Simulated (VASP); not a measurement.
Band structure of Os (hcp). All values below come from PBE GGA with D3 dispersion (zero damping), VASP's PBE PAW potentials (set 64) (plane waves; VASP).

Unless said otherwise, spin-orbit coupling is left out, though it shifts the bands of the heavy elements here.

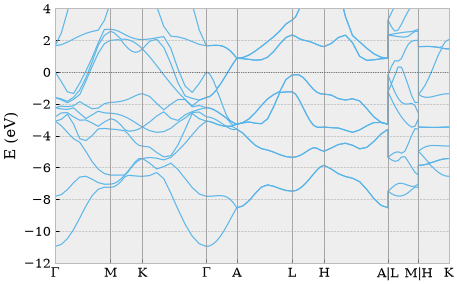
Fig. 1. Bands along high-symmetry lines, zero at the valence-band maximum or, without a gap, the Fermi level

Question: Read the plot: is there a gap, and where are the band edges?

Answer: It has no gap at this level: it comes out as a metal or semimetal. (Edges off the drawn lines would not show.)

The compound is Os in the hcp structure. It was relaxed first.
